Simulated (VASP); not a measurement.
Band structure of CaS (relaxed from the CsCl type structure, space group Pm-3m). Computed with PBE GGA, VASP's PBE PAW potentials (set 64) (plane waves; VASP 6.6.1).

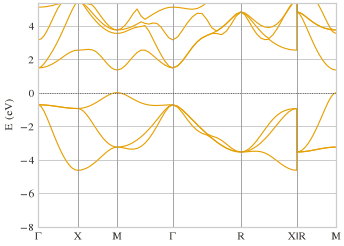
Bands along high-symmetry lines, zero at the valence-band maximum or, without a gap, the Fermi level

Q: Read the plot: is there a gap, and where are the band edges?

A: The gap is direct, 1.35 eV, from the valence maximum at M to the conduction minimum at M. (Edges off the drawn lines would not show.)

The structure was generated: CaS was put into the CsCl type type (Pm-3m), which need not be its known phase. It was relaxed first, which changed the volume by -13 %.
